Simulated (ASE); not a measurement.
Pair distribution function (Al-N) of AlN (zinc blende; a metastable form), cell Al32N32, started from the crystal [in the run: it stayed crystalline; mean temperature 1403 K (target 1400 K); density 3.12 g/cm³, volume +4 % from the start crystal's], from MD at 1403 K. Calculation: the machine-learned potential CHGNet 0.3.0 (ASE). Volume per atom 10.92 Å³, mean pressure 0.4 GPa. 

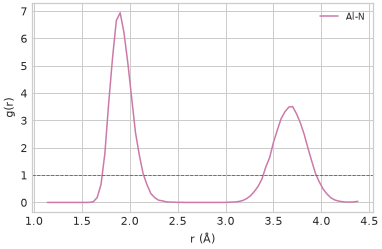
Fig. 1. Pair distribution from the trajectory

Q: Read off the position and height of the first peak of the Al-N curve, where the first shell ends and the number of neighbours in it.

A: first peak at 1.90 Å with height 6.9; g is nil from 2.5 to 3.0 Å, so any cut there serves; 4.0 N round each Al and 4.0 Al round each N in the shell, from n = 4πρ∫r²g(r)dr.
